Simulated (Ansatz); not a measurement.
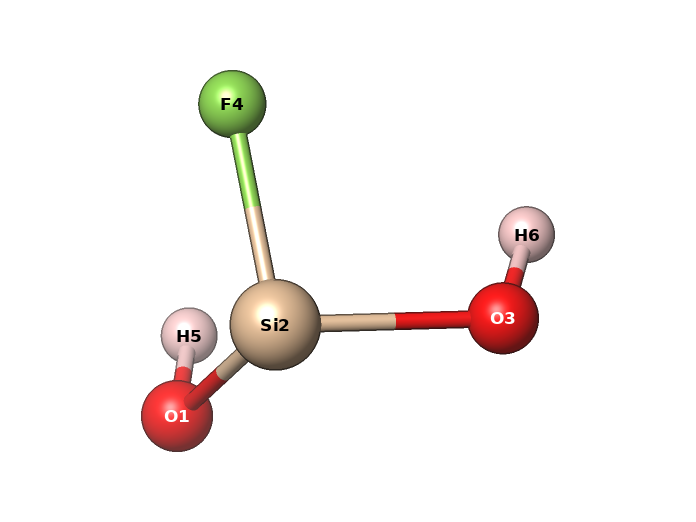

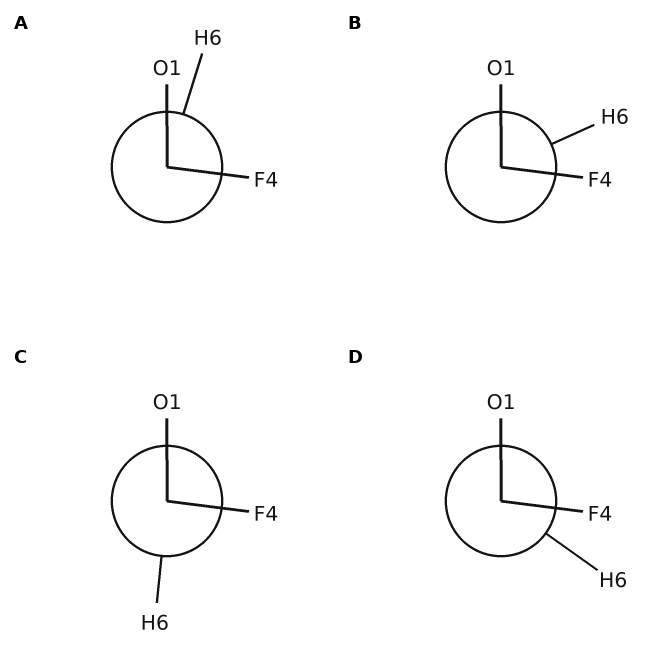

Distant atoms are faded towards the background colour. Bonds that would overlap in a projection are set slightly apart. Charge −1, singlet. The geometry was computed by an optimisation with PBE0-D4/def2-TZVPD. No frequency run is at hand to confirm it as a minimum.

Which Newman projection shows the view along Si2–O3, with Si2 in front?

Answer. B. The torsion angle F4–Si2–O3–H6 is −32°, synclinal (gauche).
